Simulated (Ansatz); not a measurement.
# Nudged elastic band, with input and output: CH7AlN (part 2 of 2)

Continued. System: CH7AlN, multiplicity 2. Method: UKS B3LYP/6-31G* (Ansatz 0.2.0). It belongs to a series of runs on one base structure; here: band between the two ends.

Geometry of the input (Å):
```
Al 0.0136  -0.0459  -0.1339
H  -0.0641  -0.2458  1.4440
C  1.6977  0.0687  -1.1386
H  2.2616  -0.8719  -1.0698
H  1.5470  0.2832  -2.2037
H  2.3506  0.8528  -0.7319
N  -1.5551  0.0671  -0.9770
H  -2.4551  0.0149  -0.5148
H  -1.6824  0.1927  -1.9740
H  -0.2330  -0.3159  3.9738
```

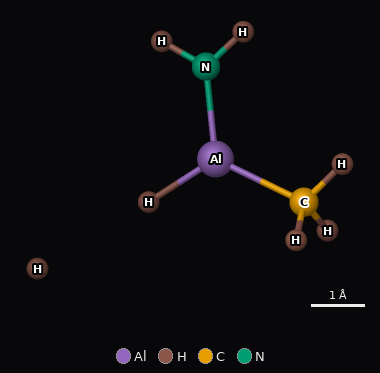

The starting structure (ball-and-stick view, seen at a tilt). Sticks mark near contacts.

```
Total energy: -9236.54369945 eV, -339.4367202006 hartree
Atom 0 at     0.020625    -0.022179    -0.047060 Å, force     0.007981    -0.000668     0.010837 eV/Å
Atom 1 at    -0.054770    -0.178519     1.572836 Å, force    -0.000338    -0.002022    -0.002926 eV/Å
Atom 2 at     1.702321     0.070182    -1.059234 Å, force    -0.006018    -0.008208     0.003490 eV/Å
Atom 3 at     2.221023    -0.897606    -1.046963 Å, force     0.001880     0.004351     0.001347 eV/Å
Atom 4 at     1.546201     0.345877    -2.108894 Å, force     0.001845    -0.000595    -0.002643 eV/Å
Atom 5 at     2.392596     0.801544    -0.620653 Å, force     0.001139     0.003832    -0.001938 eV/Å
Atom 6 at    -1.557951     0.052647    -0.872785 Å, force    -0.008344     0.002119    -0.001396 eV/Å
Atom 7 at    -2.451837    -0.000801    -0.398771 Å, force     0.002828     0.001169    -0.006136 eV/Å
Atom 8 at    -1.697274     0.152159    -1.871442 Å, force    -0.002277    -0.000172     0.003134 eV/Å
Atom 9 at    -0.240335    -0.323404     3.127166 Å, force     0.001305     0.000194    -0.003769 eV/Å
Dipole moment:    -0.118028     0.033773    -0.373942 e Å
this run last wrote the band of iteration 14 to [file]
```

The last band as extended XYZ (Å, eV, eV/Å)
```
10
Properties=species:S:1:pos:R:3:forces:R:3 image=0 energy=-9236.55652
Al    0.0136   -0.0459   -0.1339   -0.0036   0.0006  -0.0048
H    -0.0641   -0.2458    1.4440    0.0009   0.0012   0.0027
C     1.6977    0.0687   -1.1386    0.0121  -0.0063  -0.0084
H     2.2616   -0.8719   -1.0698   -0.0066   0.0197  -0.0018
H     1.5470    0.2832   -2.2037    0.0060  -0.0038   0.0190
H     2.3506    0.8528   -0.7319   -0.0116  -0.0125  -0.0090
N    -1.5551    0.0671   -0.9770   -0.0006   0.0023   0.0037
H    -2.4551    0.0149   -0.5148    0.0012  -0.0031  -0.0006
H    -1.6824    0.1927   -1.9740    0.0023   0.0022   0.0004
H    -0.2330   -0.3159    3.9738   -0.0002  -0.0003  -0.0012
10
Properties=species:S:1:pos:R:3:forces:R:3 image=1 energy=-9236.55324
Al    0.0249   -0.0247   -0.0888    0.0134   0.0005  -0.0063
H    -0.0364   -0.1787    1.5000   -0.0012  -0.0016  -0.0041
C     1.7022    0.0679   -1.1077   -0.0086  -0.0073   0.0045
H     2.2319   -0.8939   -1.0805   -0.0011   0.0064   0.0002
H     1.5478    0.3268   -2.1617    0.0031  -0.0014  -0.0024
H     2.3859    0.8120   -0.6791   -0.0006   0.0024  -0.0042
N    -1.5541    0.0537   -0.9148   -0.0322   0.0020  -0.0133
H    -2.4484    0.0019   -0.4409    0.0170   0.0006   0.0005
H    -1.6961    0.1524   -1.9132    0.0118   0.0000   0.0088
H    -0.2771   -0.3175    3.5609   -0.0017  -0.0016   0.0163
10
Properties=species:S:1:pos:R:3:forces:R:3 image=2 energy=-9236.54345
Al    0.0206   -0.0222   -0.0471    0.0080  -0.0007   0.0108
H    -0.0548   -0.1785    1.5728   -0.0003  -0.0020  -0.0029
C     1.7023    0.0702   -1.0592   -0.0060  -0.0082   0.0035
H     2.2210   -0.8976   -1.0470    0.0019   0.0044   0.0013
H     1.5462    0.3459   -2.1089    0.0018  -0.0006  -0.0026
H     2.3926    0.8015   -0.6207    0.0011   0.0038  -0.0019
N    -1.5580    0.0526   -0.8728   -0.0083   0.0021  -0.0014
H    -2.4518   -0.0008   -0.3988    0.0028   0.0012  -0.0061
H    -1.6973    0.1522   -1.8714   -0.0023  -0.0002   0.0031
H    -0.2403   -0.3234    3.1272    0.0013   0.0002  -0.0038
10
Properties=species:S:1:pos:R:3:forces:R:3 image=3 energy=-9237.07793
Al    0.0251   -0.0212   -0.0856    0.0168   0.0096  -0.1351
H    -0.1109   -0.2354    2.0038   -0.1962  -0.1637   1.6023
C     1.7200    0.0788   -1.0824    0.0623   0.0026  -0.0949
H     2.2286   -0.8929   -1.0591    0.0218  -0.0057  -0.0353
H     1.5628    0.3634   -2.1281    0.0548   0.0166  -0.1009
H     2.3953    0.8077   -0.6198    0.0191   0.0156  -0.0301
N    -1.5652    0.0576   -0.8967   -0.0218   0.0062  -0.0539
H    -2.4527   -0.0012   -0.4113   -0.0092   0.0048  -0.0449
H    -1.7115    0.1642   -1.8936   -0.0754   0.0107  -0.0937
H    -0.2109   -0.3209    2.8469    0.1277   0.1033  -1.0136
10
Properties=species:S:1:pos:R:3:forces:R:3 image=4 energy=-9237.35557
Al    0.0253    0.0317   -0.1693    0.0207   0.0081  -0.0290
H    -0.1495   -0.2599    2.3753   -0.0206  -0.0195   0.1874
C     1.7375    0.0903   -1.1636    0.0198  -0.0107  -0.0477
H     2.2312   -0.8894   -1.1217   -0.0085   0.0126  -0.0256
H     1.6036    0.3666   -2.2158    0.0194   0.0055  -0.0515
H     2.4169    0.8128   -0.6969    0.0173   0.0137  -0.0324
N    -1.5677    0.0567   -0.9873   -0.0455   0.0096  -0.0530
H    -2.4463    0.0088   -0.4833    0.0139   0.0081  -0.0430
H    -1.7409    0.1364   -1.9838   -0.0062  -0.0071  -0.0404
H    -0.2296   -0.3541    3.1207   -0.0103  -0.0202   0.1353
10
Properties=species:S:1:pos:R:3:forces:R:3 image=5 energy=-9237.44455
Al    0.0308    0.0566   -0.2222    0.0280   0.0054  -0.0103
H    -0.1735   -0.2451    2.7110   -0.0064  -0.0064   0.0675
C     1.7345    0.0873   -1.2455   -0.0102  -0.0112  -0.0149
H     2.2159   -0.8981   -1.2022   -0.0004   0.0024  -0.0116
H     1.5804    0.3479   -2.2999   -0.0066   0.0032  -0.0176
H     2.4352    0.8082   -0.8093    0.0072   0.0098  -0.0143
N    -1.5515    0.0570   -1.0654    0.0237   0.0034   0.0210
H    -2.4374    0.0231   -0.5748   -0.0228   0.0045  -0.0402
H    -1.7049    0.0980   -2.0672   -0.0083  -0.0034  -0.0381
H    -0.2488   -0.3349    3.4498   -0.0042  -0.0077   0.0584
10
Properties=species:S:1:pos:R:3:forces:R:3 image=6 energy=-9237.47652
Al    0.0364   -0.0826   -0.2787    0.0292  -0.0003  -0.0096
H    -0.1917   -0.2588    3.0103   -0.0019  -0.0020   0.0227
C     1.7273    0.0704   -1.3156   -0.0011  -0.0215   0.0005
H     2.2585   -0.8898   -1.3228   -0.0022   0.0107  -0.0064
H     1.5348    0.3638   -2.3554   -0.0040   0.0037  -0.0051
H     2.4006    0.8095   -0.8665   -0.0017   0.0055  -0.0058
N    -1.5312    0.0601   -1.1371   -0.0327  -0.0009   0.0067
H    -2.4329   -0.0133   -0.6805   -0.0009   0.0008  -0.0169
H    -1.6572    0.2211   -2.1314    0.0166   0.0040  -0.0082
H    -0.2641   -0.2804    3.7519   -0.0014   0.0000   0.0221
10
Properties=species:S:1:pos:R:3:forces:R:3 image=7 energy=-9237.48501
Al    0.0196   -0.3605   -0.3739    0.0187  -0.0004  -0.0051
H    -0.1686   -0.2421    3.1580   -0.0003  -0.0004   0.0073
C     1.7125    0.0326   -1.3442   -0.0050  -0.0171   0.0033
H     2.3161   -0.8755   -1.4623   -0.0039   0.0099  -0.0024
H     1.5083    0.4429   -2.3415   -0.0001   0.0018  -0.0009
H     2.3215    0.7579   -0.7915   -0.0006   0.0023  -0.0009
N    -1.5326    0.0350   -1.1805   -0.0179   0.0014  -0.0041
H    -2.4481   -0.1213   -0.7754    0.0026  -0.0009  -0.0038
H    -1.6266    0.4464   -2.1040    0.0064   0.0022  -0.0009
H    -0.2216   -0.1155    3.8896    0.0000   0.0012   0.0076
10
Properties=species:S:1:pos:R:3:forces:R:3 image=8 energy=-9237.48573
Al   -0.0231   -0.6067   -0.4917    0.0046  -0.0004   0.0002
H    -0.1020   -0.2240    3.1178    0.0003  -0.0015   0.0007
C     1.6876   -0.0017   -1.3097    0.0039  -0.0021   0.0014
H     2.3426   -0.8499   -1.5406   -0.0062   0.0039   0.0003
H     1.5025    0.5543   -2.2380   -0.0004  -0.0006   0.0024
H     2.2350    0.6540   -0.6211   -0.0024  -0.0028  -0.0026
N    -1.5536    0.0072   -1.1982    0.0131   0.0001  -0.0034
H    -2.4813   -0.2224   -0.8627   -0.0045  -0.0007  -0.0010
H    -1.6147    0.6389   -1.9907   -0.0089   0.0024  -0.0037
H    -0.1124    0.0501    3.8092    0.0006   0.0017   0.0056
10
Properties=species:S:1:pos:R:3:forces:R:3 image=9 energy=-9237.48593
Al   -0.0782   -0.7138   -0.5623   -0.0016  -0.0009   0.0014
H    -0.0074   -0.2042    3.0629    0.0002   0.0001   0.0013
C     1.6573   -0.0124   -1.2381   -0.0027   0.0007   0.0039
H     2.2789   -0.8194   -1.6433    0.0012  -0.0021  -0.0018
H     1.4972    0.7303   -2.0303    0.0000   0.0011  -0.0015
H     2.2273    0.4635   -0.4312    0.0005   0.0000  -0.0005
N    -1.5853   -0.0231   -1.2481    0.0175   0.0018  -0.0029
H    -2.5233   -0.2971   -0.9817   -0.0082  -0.0015   0.0003
H    -1.6211    0.7034   -1.9564   -0.0077   0.0011  -0.0024
H     0.0351    0.1726    3.7026    0.0008  -0.0002   0.0023
10
Properties=species:S:1:pos:R:3:forces:R:3 image=10 energy=-9237.48606
Al   -0.1645   -0.7570   -0.6171   -0.0025   0.0055  -0.0027
H     0.1359   -0.1844    3.0563    0.0019   0.0054   0.0094
C     1.6072   -0.0151   -1.1381    0.0008  -0.0004  -0.0018
H     2.2171   -0.7757   -1.6405   -0.0005   0.0018   0.0015
H     1.4893    0.8366   -1.8205   -0.0002  -0.0029   0.0017
H     2.1679    0.3231   -0.2589   -0.0004  -0.0002  -0.0018
N    -1.6279   -0.0379   -1.3662   -0.0005   0.0024   0.0010
H    -2.5784   -0.3340   -1.1786    0.0019   0.0004  -0.0023
H    -1.6264    0.7283   -2.0327    0.0014  -0.0059   0.0038
H     0.2604    0.2161    3.6706   -0.0019  -0.0061  -0.0088
```

Summary

```csv
quantity,value
outcome,converged
"barrier, forward",0.013 eV
"barrier, backward",0.943 eV
wall time,8.6 min
peak memory,0.17 GiB
```

Remarks

The order of the saddle point was not checked.
